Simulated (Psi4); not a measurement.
# MP3/def2-SVP run of SiH2Br2 (dibromosilane)

What is the vertical ionisation energy of SiH2Br2 (dibromosilane) at MP3/def2-SVP? 

The calculation is run with Psi4 1.11.

5 further runs of the same task are left out: 2 that didn't finish, 3 set aside as unsound or not needed.

### Step 1. Starting point

SiH2Br2: 5 atoms, total charge 0, spin state singlet. SMILES: `Br[SiH2]Br`. Geometry: relaxed at PBE0-D4/def2-TZVP.

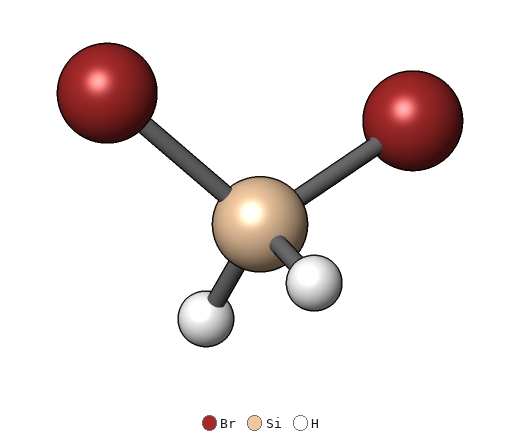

The structure, seen from a chosen angle (bromine red, silicon light orange, hydrogen white).

### Step 2. A single-point energy at MP3/def2-SVP

Input file br2h2si.py:

```python
import psi4

psi4.set_memory(2200000000)
psi4.set_num_threads(1)
psi4.core.set_output_file('psi4.out', False)

mol = psi4.geometry("""
0 1
Br    -1.672690    -1.239290     0.362310
Si     0.158230    -0.046290     0.054680
Br    -0.295570     1.814160    -1.042010
H      1.103430    -0.843230    -0.751710
H      0.706590     0.314640     1.376730
symmetry c1
no_reorient
no_com
""")

psi4.set_options({
    'basis': 'def2-SVP',
    'puream': True,
    'e_convergence': 1e-09,
    'd_convergence': 1e-08,
    'scf_type': 'pk',
    'num_frozen_docc': 23,
    'mp_type': 'conv',
})

e_tot, wfn = psi4.energy("mp3", molecule=mol, return_wfn=True)
print(f'total energy {e_tot:.8f} hartree = {e_tot * 27.211386:.5f} eV')
```

The run is started by

```bash
python br2h2si.py
```

psi4.out:

```text
[...]
  Running in c1 symmetry.
[...]
  Nuclear repulsion =  448.279262821226382
[...]
  Multiplicity = 1
[...]
  Nalpha       = 43
  Nbeta        = 43
[...]
    Number of basis functions: 92
[...]
   @RHF iter   1: -5433.91502244227649   -3.18832e+00   1.61747e-02 ADIIS/DIIS
[...]
   @RHF iter  10: -5434.29959559033978   -2.00089e-11   7.58754e-09 DIIS
[...]
    Orbital Energies [Eh]
    ---------------------
    Doubly Occupied:
       1A   -489.980036     2A   -489.980016     3A    -68.848646
       4A    -65.149150     5A    -65.149135     6A    -58.520753
       7A    -58.520739     8A    -58.519805     9A    -58.519787
      10A    -58.519765    11A    -58.519749    12A     -9.840937
      13A     -9.840923    14A     -7.455973    15A     -7.455959
      16A     -7.449695    17A     -7.449682    18A     -7.449513
      19A     -7.449500    20A     -6.213838    21A     -4.324944
      22A     -4.323890    23A     -4.322734    24A     -3.197782
      25A     -3.197764    26A     -3.195156    27A     -3.195142
      28A     -3.194951    29A     -3.194937    30A     -3.188504
      31A     -3.188502    32A     -3.188490    33A     -3.188489
      34A     -1.044241    35A     -1.014970    36A     -0.721080
[...]
  @RHF Final Energy: -5434.29959559033978
   => Energetics <=
    Nuclear Repulsion Energy =            448.2792628212263821
    One-Electron Energy =               -8461.5017773132458387
    Two-Electron Energy =                2578.9229189016796226
    Total Energy =                      -5434.2995955903397771
[...]
 Multipole Moments:
 ------------------------------------------------------------------------------------
     Multipole            Electronic (a.u.)      Nuclear  (a.u.)        Total (a.u.)
 ------------------------------------------------------------------------------------
 L = 1.  Multiply by 2.5417464519 to convert [e a0] to [Debye]
 Dipole X            :        123.0978298         -122.5749308            0.5228990
 Dipole Y            :        -35.9515201           35.7985938           -0.1529264
 Dipole Z            :         42.5085787          -42.3278999            0.1806788
 Magnitude           :                                                    0.5739814
[...]
	SCS-MP2 Total Energy (a.u.)        : -5434.82333729458605
	SOS-MP2 Total Energy (a.u.)        : -5434.80663394650855
[...]
	SOS-PI-MP2 Total Energy (a.u.)     : -5434.84563689698371
[...]
	MP2 Total Energy (a.u.)            : -5434.85674399073832
[...]
	SCS-MP3 Total Energy (a.u.)        : -5434.82604575416190
[...]
	MP3 Total Energy (a.u.)            : -5434.86757782904169
[...]
```

The script printed:

```text
total energy -5434.86757783 hartree = -147890.27952 eV
```

It took 29 s on 1 thread of AMD EPYC (Zen 3), shared host; peak memory 0.55 GiB.

### Step 3. The doublet cation at the same level

Input file job.json:

```json
{
  "schema_name": "qcschema_input",
  "schema_version": 1,
  "molecule": {
    "schema_name": "qcschema_molecule",
    "schema_version": 2,
    "symbols": ["Br", "Si", "Br", "H", "H"],
    "geometry": [-3.16092599, -2.34191869, 0.68466667, 0.29901136, -0.08747542, 0.10333022, -0.55854635, 3.42826555, -1.96911352, 2.0851805, -1.59347376, -1.42052603, 1.33526158, 0.59458343, 2.60164265],
    "molecular_charge": 1,
    "molecular_multiplicity": 2,
    "fix_symmetry": "c1"
  },
  "driver": "energy",
  "model": {
    "method": "mp3",
    "basis": "def2-SVP"
  },
  "keywords": {
    "reference": "uhf",
    "puream": true,
    "e_convergence": 1e-09,
    "d_convergence": 1e-08,
    "scf_type": "pk",
    "num_frozen_docc": 23,
    "maxiter": 100,
    "mp_type": "conv"
  }
}
```

The run is started by

```bash
psi4 --qcschema job.json -n 1 --memory 2200MB
```

stdout:

```text
[...]
  Running in c1 symmetry.
[...]
  Nuclear repulsion =  448.279263033294001
[...]
  Multiplicity = 2
[...]
  Nalpha       = 43
  Nbeta        = 42
[...]
    Number of basis functions: 92
[...]
   @UHF iter   1: -5433.47922105359521   -2.75252e+00   1.60152e-02 DIIS/ADIIS
[...]
   @UHF iter  18: -5433.89342324794052    9.09495e-13   3.99901e-09 DIIS
[...]
   @S^2 Observed:                7.682394063E-01
[...]
    Orbital Energies [Eh]
    ---------------------
    Alpha Occupied:
       1A   -490.234417     2A   -490.234378     3A    -69.061198
       4A    -65.402280     5A    -65.402244     6A    -58.775697
       7A    -58.775660     8A    -58.773090     9A    -58.773055
      10A    -58.772076    11A    -58.772038    12A    -10.095352
      13A    -10.095317    14A     -7.711684    15A     -7.711646
      16A     -7.706584    17A     -7.706550    18A     -7.700100
      19A     -7.700066    20A     -6.428976    21A     -4.539733
      22A     -4.538849    23A     -4.537673    24A     -3.451426
      25A     -3.451389    26A     -3.450964    27A     -3.450927
      28A     -3.444213    29A     -3.444177    30A     -3.443142
      31A     -3.443109    32A     -3.441364    33A     -3.441328
      34A     -1.294837    35A     -1.269150    36A     -0.948641
[...]
  @UHF Final Energy: -5433.89342324794052
   => Energetics <=
    Nuclear Repulsion Energy =            448.2792630332940007
    One-Electron Energy =               -8440.6589541196917708
    Two-Electron Energy =                2558.4862678384574792
    Total Energy =                      -5433.8934232479405182
  UHF NO Occupations:
  HONO-2 :   41  A 1.9976743
  HONO-1 :   42  A 1.9963115
[...]
 Multipole Moments:
 ------------------------------------------------------------------------------------
     Multipole            Electronic (a.u.)      Nuclear  (a.u.)        Total (a.u.)
 ------------------------------------------------------------------------------------
 L = 1.  Multiply by 2.5417464519 to convert [e a0] to [Debye]
 Dipole X            :         -5.4353303            6.4150283            0.9796981
 Dipole Y            :          1.5871673           -1.8737448           -0.2865775
 Dipole Z            :         -1.8767985            2.2153550            0.3385565
 Magnitude           :                                                    1.0754327
[...]
	SCS-MP2 Total Energy (a.u.)        : -5434.41764537396102
	SOS-MP2 Total Energy (a.u.)        : -5434.39981803502178
[...]
	SOS-PI-MP2 Total Energy (a.u.)     : -5434.43877148018146
[...]
	MP2 Total Energy (a.u.)            : -5434.45330005184132
[...]
	SCS-MP3 Total Energy (a.u.)        : -5434.42063413498636
[...]
	MP3 Total Energy (a.u.)            : -5434.46525509594176
[...]
```

The result, in JSON:

```text
{
 "driver": "energy",
 "model": {
  "method": "mp3",
  "basis": "def2-SVP"
 },
 "success": true,
 "return_result": -5434.465255095942,
 "properties": {
  "calcinfo_nbasis": 92,
  "calcinfo_nmo": 92,
  "calcinfo_nalpha": 43,
  "calcinfo_nbeta": 42,
  "calcinfo_natom": 5,
  "nuclear_repulsion_energy": 448.279263033294,
  "return_energy": -5434.465255095942,
  "scf_one_electron_energy": -8440.658954119692,
  "scf_two_electron_energy": 2558.4862678384575,
  "scf_dipole_moment": [0.9796980602672702, -0.28657748461556953, 0.33855650857969577],
  "scf_total_energy": -5433.8934232479405,
  "scf_iterations": 18,
  "mp2_same_spin_correlation_energy": -0.17034235229978145,
  "mp2_opposite_spin_correlation_energy": -0.38953445160068656,
  "mp2_singles_energy": 0.0,
  "mp2_doubles_energy": -0.559876803900468,
  "mp2_correlation_energy": -0.5598768039008064,
  "mp2_total_energy": -5434.453300051841
 }
}
```

Wall time 42 s (1 thread of AMD EPYC (Zen 3), shared host); peak memory 0.55 GiB.

### Step 4. Results

At MP3/def2-SVP, 23 core orbitals frozen:

| quantity | value |
| --- | --- |
| singlet SiH2Br2: total energy | -5434.86758 Eh |
| singlet SiH2Br2: HOMO energy (Hartree–Fock orbitals) | -11.46 eV |
| singlet SiH2Br2: LUMO energy (Hartree–Fock orbitals) | 3.40 eV |
| singlet SiH2Br2: HOMO–LUMO gap (Hartree–Fock orbitals) | 14.87 eV |
| singlet SiH2Br2: correlation energy (23 core orbitals frozen) | -568.0 mEh |
| doublet cation: total energy | -5434.46526 Eh |
| doublet cation: HOMO energy (Hartree–Fock orbitals) (highest over α and β) | -14.95 eV |
| doublet cation: LUMO energy (Hartree–Fock orbitals) (lowest over α and β) | -10.55 eV |
| doublet cation: correlation energy (23 core orbitals frozen) | -571.8 mEh |
| doublet cation: ⟨S²⟩ of the reference determinant | 0.768 |
| vertical ionisation energy (to the doublet cation) | 10.948 eV |

What this shows: Removing an electron at fixed nuclei costs 10.95 eV (252 kcal/mol).
